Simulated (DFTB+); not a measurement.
# Geometry relaxation of N₂O

N₂O, SMILES N#[N+][O-], computed with GFN1-xTB, R-SCC, dispersion built in (DFTB+ 25.1).

The geometry comes from this level: PBE0-D4/def2-TZVP.

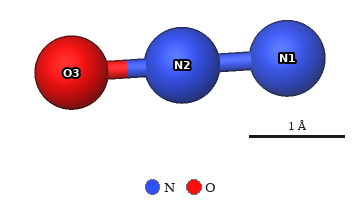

The input geometry (ball-and-stick view, seen at a tilt; atoms are numbered from 1 in the order of the input). Bond lengths as drawn: N–N 1.12 Å and N–O 1.17 Å.

### The input (dftb_in.hsd)
```
Geometry = GenFormat {
  3 C
  N O
     1  1     -0.511700      1.001300     -0.167900
     2  1     -0.008400      0.016500     -0.002800
     3  2      0.520100     -1.017800      0.170700
}

Driver = GeometryOptimisation {
  Optimiser = Rational {}
  MaxSteps = 200
  Convergence = {
    GradElem = 0.01
  }
  AppendGeometries = Yes
}

Hamiltonian = xTB {
  Method = "GFN1-xTB"
  Charge = 0
  SCCTolerance = 1e-08
}

Analysis = {
  PrintForces = Yes
}

Options = {
  WriteResultsTag = Yes
}

ParserOptions = {
  ParserVersion = 14
}
```

Run on 1 thread of Intel Xeon (Sapphire Rapids), 192 GiB of memory available, shared host.

Launched with:
```bash
dftb+ > dftb.out
```

### The program's output
```
|  DFTB+ development version (commit: a23bfb2)

Reading input file 'dftb_in.hsd'
Parser version: 14

--------------------------------------------------------------------------------

Processed input in HSD format written to 'dftb_pin.hsd'

Starting initialization...
--------------------------------------------------------------------------------
OpenMP threads:              1
Chosen random seed:          328671585
Current stacksize:           unlimited
Mode:                        Geometry optimisation relaxation
Self consistent charges:     Yes
SCC-tolerance:                 0.100000E-07
Max. scc iterations:                    100
Shell resolved Hubbard:      Yes
Spin polarisation:           No
Nr. of up electrons:             8.000000
Nr. of down electrons:           8.000000
Periodic boundaries:         No
Electronic solver:           Relatively robust
Mixer:                       Broyden mixer
Mixing parameter:                  0.200000
Nr. of chrg. vec. in memory:            100
Max. SCC-cycles:                        100
Max. nr. of geometry steps:             200
tblite library version:      0.3.0
-> parametrization:          GFN1-xTB
-> repulsion:                Yes
-> dispersion:               Yes
-> halogen bonding:          Yes
-> electrostatics:           Yes
   -> isotropic:             Yes
   -> anisotropic:           No
   -> third-order:           Yes
Electronic temperature:              0.950045E-03 H      0.258520E-01 eV
Initial charges:             Set automatically (system chrg:   0.000E+00)
Included shells:             N:  s, p
                             O:  s, p
Extra options:
                             Mulliken analysis
                             Force calculation
Force type                   original

--------------------------------------------------------------------------------

***  Geometry step: 0

 iSCC Total electronic   Diff electronic      SCC error
    1   -0.10977421E+02    0.00000000E+00    0.10545461E+01
    2   -0.11053941E+02   -0.10977421E+02    0.69066688E+00
    3   -0.11086965E+02   -0.76519974E-01    0.30365258E+00
    4   -0.11087357E+02   -0.33023462E-01    0.19300987E+00
    5   -0.11087502E+02   -0.39258463E-03    0.24525579E-01
    6   -0.11087658E+02   -0.14495910E-03    0.20445672E-02
    7   -0.11087659E+02   -0.15538915E-03    0.69850641E-03
    8   -0.11087659E+02   -0.70931342E-06    0.12434869E-03
    9   -0.11087659E+02   -0.68371037E-07    0.24332242E-06
   10   -0.11087659E+02   -0.31779077E-08    0.11520469E-06
   11   -0.11087659E+02    0.17763568E-14    0.25760416E-07
   12   -0.11087659E+02   -0.53290705E-14    0.76028073E-12

Total Energy:                      -10.9898642533 H         -299.0494 eV
Extrapolated to 0K:                -10.9898642533 H         -299.0494 eV
Total Mermin free energy:          -10.9898642533 H         -299.0494 eV
Force related energy:              -10.9898642533 H         -299.0494 eV

total energy  -1.0989864E+01 H       energy change -1.0989864E+01 H
gradient norm  4.6935404E-02 H/a0    max. gradient  3.2524906E-02 H/a0
step length    0.0000000E+00 a0      max. step      0.0000000E+00 a0

--------------------------------------------------------------------------------

***  Geometry step: 1

 iSCC Total electronic   Diff electronic      SCC error
    1   -0.11105851E+02    0.00000000E+00    0.38907323E-01
    2   -0.11105919E+02   -0.18192698E-01    0.23295965E-01
    3   -0.11105942E+02   -0.67313848E-04    0.80535441E-02
    4   -0.11105941E+02   -0.23181341E-04    0.34958591E-02
    5   -0.11105942E+02    0.34374439E-06    0.27566636E-05
    6   -0.11105942E+02   -0.65195186E-06    0.33482798E-06
    7   -0.11105942E+02   -0.91482377E-12    0.43589674E-08

Total Energy:                      -10.9904643716 H         -299.0658 eV
Extrapolated to 0K:                -10.9904643716 H         -299.0658 eV
Total Mermin free energy:          -10.9904643716 H         -299.0658 eV
Force related energy:              -10.9904643716 H         -299.0658 eV

total energy  -1.0990464E+01 H       energy change -6.0011826E-04 H
gradient norm  4.9622100E-02 H/a0    max. gradient  3.4660232E-02 H/a0
step length    4.6832462E-02 a0      max. step      3.2453570E-02 a0

--------------------------------------------------------------------------------

***  Geometry step: 2

 iSCC Total electronic   Diff electronic      SCC error
    1   -0.11101511E+02    0.00000000E+00    0.71370252E-01
    2   -0.11102604E+02    0.44308814E-02    0.79314114E-02
    3   -0.11102634E+02   -0.10928919E-02    0.58042679E-02
    4   -0.11102634E+02   -0.29510145E-04    0.19390086E-02
    5   -0.11102634E+02   -0.30540260E-06    0.38563612E-03
    6   -0.11102634E+02   -0.16477129E-06    0.49709324E-06
    7   -0.11102634E+02   -0.18584069E-07    0.14583195E-06
    8   -0.11102634E+02   -0.24868996E-13    0.64351102E-09

Total Energy:                      -10.9903858166 H         -299.0636 eV
Extrapolated to 0K:                -10.9903858166 H         -299.0636 eV
Total Mermin free energy:          -10.9903858166 H         -299.0636 eV
Force related energy:              -10.9903858166 H         -299.0636 eV

total energy  -1.0990386E+01 H       energy change  7.8555032E-05 H
gradient norm  4.7948183E-02 H/a0    max. gradient  3.3373560E-02 H/a0
step length    2.9176777E-02 a0      max. step      1.9797161E-02 a0

--------------------------------------------------------------------------------

***  Geometry step: 3

 iSCC Total electronic   Diff electronic      SCC error
    1   -0.11099675E+02    0.00000000E+00    0.56727897E-01
    2   -0.11100164E+02    0.29592552E-02    0.10344546E-01
    3   -0.11100177E+02   -0.48922335E-03    0.50284577E-02
    4   -0.11100177E+02   -0.13351993E-04    0.99643539E-03
    5   -0.11100177E+02    0.53354405E-08    0.11628895E-03
    6   -0.11100177E+02   -0.61510491E-07    0.11070660E-06
    7   -0.11100177E+02   -0.16074075E-09    0.73228067E-07
    8   -0.11100177E+02    0.35527137E-14    0.71829653E-10

Total Energy:                      -10.9907942086 H         -299.0747 eV
Extrapolated to 0K:                -10.9907942086 H         -299.0747 eV
Total Mermin free energy:          -10.9907942086 H         -299.0747 eV
Force related energy:              -10.9907942086 H         -299.0747 eV

total energy  -1.0990794E+01 H       energy change -4.0839201E-04 H
gradient norm  4.3354700E-03 H/a0    max. gradient  2.9781653E-03 H/a0
step length    2.3056126E-02 a0      max. step      1.6361461E-02 a0

Geometry converged

--------------------------------------------------------------------------------
--------------------------------------------------------------------------------
SCC                                    +       0.01 ( 73.3%)       0.05 ( 89.8%)
--------------------------------------------------------------------------------
Missing                                +       0.01 ( 26.7%)       0.01 ( 10.2%)
Total                                  =       0.02 (100.0%)       0.06 (100.0%)
--------------------------------------------------------------------------------
```

### File detailed.out
```
Fermi distribution function

Geometry optimization step: 3

********************************************************************************
 iSCC Total electronic   Diff electronic      SCC error
    8   -0.11100177E+02    0.35527137E-14    0.71829653E-10
********************************************************************************

 Total charge:    -0.00000000

 Atomic gross charges (e)
 Atom           Charge
    1      -0.23176884
    2       0.60581172
    3      -0.37404287

Nr. of electrons (up):     16.00000000
Atom populations (up)
 Atom       Population
    1       5.23176884
    2       4.39418828
    3       6.37404287

l-shell populations (up)
 Atom Sh.   l       Population
    1   1   0       1.61970962
    1   2   1       3.61205922
    2   1   0       1.26644248
    2   2   1       3.12774580
    3   1   0       1.71080187
    3   2   1       4.66324100

Orbital populations (up)
 Atom Sh.   l   m       Population  Label
    1   1   0   0       1.61970962  s
    1   2   1  -1       1.21390378  p_y
    1   2   1   0       1.19707067  p_z
    1   2   1   1       1.20108477  p_x
    2   1   0   0       1.26644248  s
    2   2   1  -1       0.96647971  p_y
    2   2   1   0       1.09618164  p_z
    2   2   1   1       1.06508445  p_x
    3   1   0   0       1.71080187  s
    3   2   1  -1       1.35659183  p_y
    3   2   1   0       1.69372438  p_z
    3   2   1   1       1.61292479  p_x

Fermi level:                        -0.4048681765 H          -11.0170 eV
Band energy:                       -11.0981589221 H         -301.9963 eV
TS:                                  0.0000000000 H            0.0000 eV
Band free energy (E-TS):           -11.0981589221 H         -301.9963 eV
Extrapolated E(0K):                -11.0981589221 H         -301.9963 eV
Input / Output electrons (q):     16.0000000000     16.0000000000

Energy H0:                         -11.1363033873 H         -303.0342 eV
Energy SCC:                          0.0361259014 H            0.9830 eV
Total Electronic energy:           -11.1001774859 H         -302.0512 eV
Repulsive energy:                    0.1097740466 H            2.9871 eV
Halogen correction energy:           0.0000000000 H            0.0000 eV
Total energy:                      -10.9907942086 H         -299.0747 eV
Extrapolated to 0:                 -10.9907942086 H         -299.0747 eV
Total Mermin free energy:          -10.9907942086 H         -299.0747 eV
Force related energy:              -10.9907942086 H         -299.0747 eV

Non-constrained calculation

SCC converged

Full geometry written in geo_end.{xyz|gen}

Total Forces
    1      0.001526327846     -0.002978165257      0.000497227036
    2     -0.000362631329      0.000692695517     -0.000111841279
    3     -0.001163696517      0.002285469739     -0.000385385757

Maximal derivative component:        0.297817E-02 au

Dipole moment:   -0.05418085    0.10617344   -0.01784326 au
Dipole moment:   -0.13771401    0.26986598   -0.04535306 Debye

Geometry converged
```

### Trajectory as extended XYZ (Å, eV, eV/Å), 4 frames, from step=0 to step=3
```
3
Properties=species:S:1:pos:R:3 step=0 energy=-299.04944
N    -0.5117    1.0013   -0.1679
N    -0.0084    0.0165   -0.0028
O     0.5201   -1.0178    0.1707
3
Properties=species:S:1:pos:R:3 step=1 energy=-299.06577
N    -0.5029    0.9841   -0.1650
N    -0.0107    0.0210   -0.0035
O     0.5136   -1.0051    0.1686
3
Properties=species:S:1:pos:R:3 step=2 energy=-299.06363
N    -0.5040    0.9862   -0.1654
N    -0.0053    0.0105   -0.0018
O     0.5093   -0.9967    0.1671
3
Properties=species:S:1:pos:R:3 step=3 energy=-299.07475
N    -0.5055    0.9893   -0.1659
N    -0.0082    0.0161   -0.0027
O     0.5137   -1.0053    0.1686
```

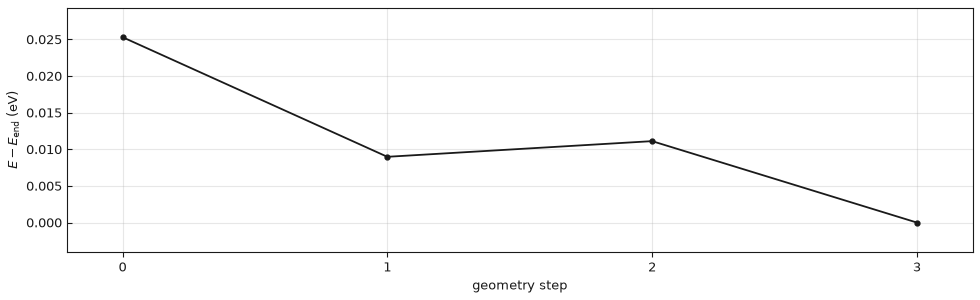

Progress of the relaxation, step by step (steps are counted from 0). The energy falls by 0.025 eV in 3 geometry steps. The largest moves after the best rigid fit, 0.014 Å, are those of N1 and O3. Largest moves by element: O 0.014 Å, N 0.014 Å. Among the contacts that change: N2–O3 1.174 → 1.160 Å, N1–N2 1.118 → 1.105 Å. (Atoms are counted from 1 in the order of the input.)

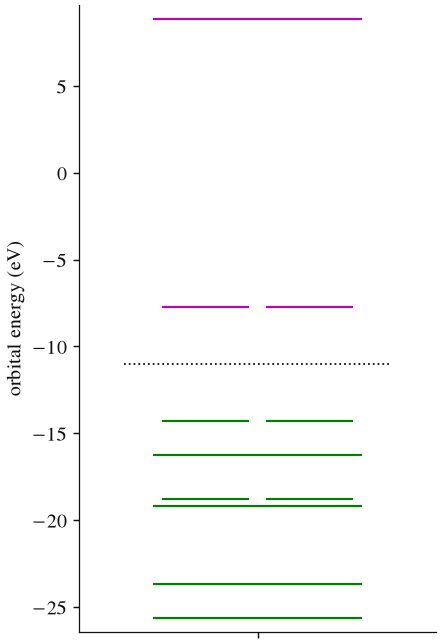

Orbital energies near the frontier; the dotted line parts filled from empty levels, and levels within 0.02 eV of each other stand side by side. Highest filled −14.32 eV, lowest empty −7.71 eV, 6.61 eV apart.

### Results in brief

| quantity | value |
| --- | --- |
| outcome | converged |
| Mermin free energy | −10.990794 hartree |
| basis functions | 12 |
| largest force | 0.174 eV/Å |
| HOMO | −14.32 eV |
| LUMO | −7.71 eV |
| dipole moment | 0.31 D |
| peak memory | 0.071 GiB |

### Remarks

Settings chosen away from the usual ones: gtol. These settings are looser than, or depart from, a standard set-up, so the numbers are not reference values for this system.
